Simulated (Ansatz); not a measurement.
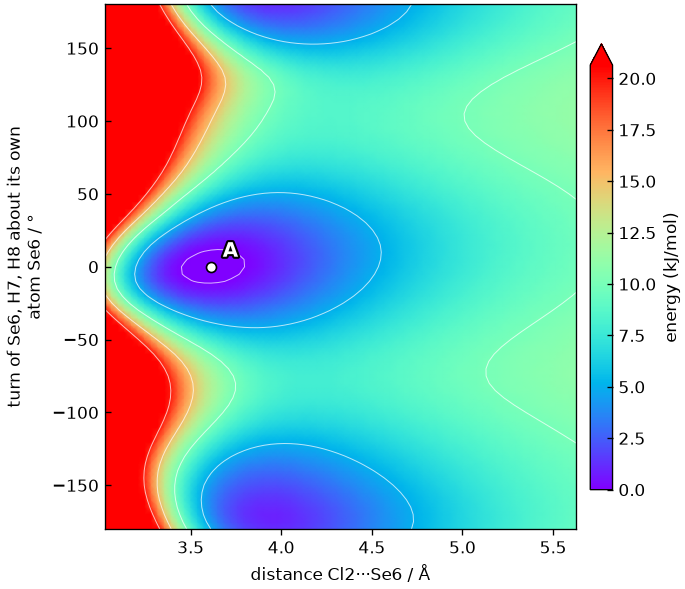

The pair ClH₃Si···H₂Se. The turn is about an axis along (0.52, −0.83, 0.18) in the frame of the relaxed pair, normal to the line between the partners. The first coordinate is: distance Cl2···Se6; the second: turn of Se6, H7, H8 about its own atom Se6. Grid: 15 × 15 points. Points are written as (first, second). Energies: kJ/mol, counted from the lowest grid point. All numbers below come from RKS PBE0-D4/def2-SVPD in Ansatz 0.2.0.

Drawn: a smooth colour map with a few white contour lines, one colour for all values above the top of the scale, the point A. Between grid points the surface is interpolated.

> What is the easiest way out of the well at A, and how high is the barrier?

The easiest path leads from the well at about (3.61 Å, 0°) to the well at about (3.94 Å, −170°), about 1.5 kJ/mol higher (on a rigid scan; wells that are mirror images or exchange like atoms can differ by this much). Its highest point lies about 8.5 kJ/mol above the bottom of the first well on the interpolated surface, at about (4.17 Å, −80°). Seen from the upper well the barrier is about 7 kJ/mol. This is the barrier on the constrained surface; relaxing the other coordinates would change it.

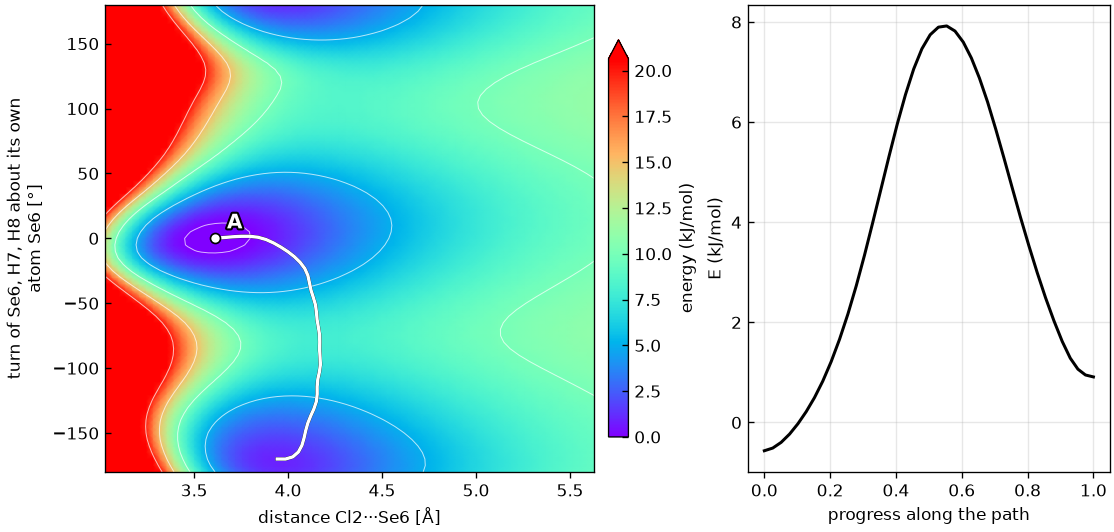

In the figure: a smooth colour map with a few white contour lines, a line along the lowest path, one colour for all values above the top of the scale, the energy along the path at the right. Between grid points the surface is interpolated.
